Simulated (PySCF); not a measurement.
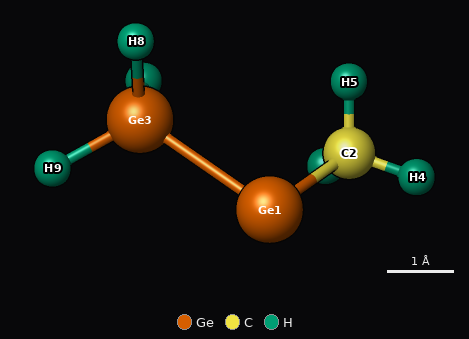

Fig. 1: The structure as given in the input (ball-and-stick view, seen at a tilt; atoms are numbered from 1 in the order of the input). Sticks mark near contacts.

Core-level calculation of CH6Ge2

- system: CH6Ge2, SMILES [CH3][Ge][GeH3]
- method: delta-SCF UKS SCAN, pcX-2 on the ionised atom, pcseg-1 elsewhere, spin-free X2C (PySCF 2.14.0)

Log
```
ground state, core basis on atom 1 (C), 129 functions
  cycle   1  E = -4229.55166746  |g| = 4.24e-01
  cycle   2  E = -4229.47062612  |g| = 6.59e-01
  cycle   3  E = -4229.59834832  |g| = 5.66e-02
  cycle   4  E = -4229.59952965  |g| = 1.73e-02
  cycle   5  E = -4229.59965041  |g| = 6.41e-03
  cycle   6  E = -4229.59966283  |g| = 2.88e-03
  cycle   7  E = -4229.59967085  |g| = 6.75e-04
  cycle   8  E = -4229.59967153  |g| = 8.69e-05
  E(ground) = -4229.86415639 Eh
hole in C 1s of atom 1
  cycle   1  E = -4218.35766333  |g| = 1.51e+00
  cycle   2  E = -4217.63386206  |g| = 1.82e+00
  cycle   3  E = -4218.88955961  |g| = 3.29e-01
  cycle   4  E = -4218.93313274  |g| = 1.07e-01
  cycle   5  E = -4218.94006880  |g| = 4.12e-02
  cycle   6  E = -4218.94135284  |g| = 8.99e-03
  cycle   7  E = -4218.94141646  |g| = 3.50e-03
  cycle   8  E = -4218.94142853  |g| = 1.01e-03
  cycle   9  E = -4218.94142991  |g| = 5.39e-04
  cycle  10  E = -4218.94142920  |g| = 1.56e-04
  E(ion) = -4219.20537326 Eh   <S^2> = 0.7693   hole on atom = 1.000   binding energy = 290.040 eV
```

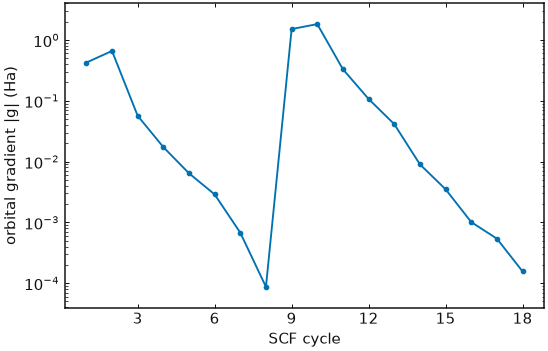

Fig. 2: Convergence of the self-consistent field: orbital gradient |g| against the SCF cycle. All cycles printed in the log are drawn one after another.

This output came from the following input.

The input
```
{"job": {"kind": "xps", "holes": 5}, "charge": 0, "multiplicity": 1}
Ge    -1.443783    -0.640367     0.212032
C      0.055702    -1.516017    -0.772151
Ge    -0.141480     1.436841     0.732996
H     -0.199426    -2.536261    -1.092526
H      0.968855    -1.546297    -0.152508
H      0.309617    -0.911327    -1.660998
H      1.044439     1.722249    -0.220609
H      0.462280     1.256005     2.150113
H     -1.012471     2.711206     0.794810
```

The first line tells a small driver script what to run in PySCF; the rest is the geometry in Å.

Run as:
```bash
OMP_NUM_THREADS=1 python <driver script> task.json out
```

Results in brief

| quantity | value |
| --- | --- |
| outcome | converged |
| hardware | 1 CPU thread, shared host |
| wall time | 5 s |
| peak memory | 0.32 GiB |
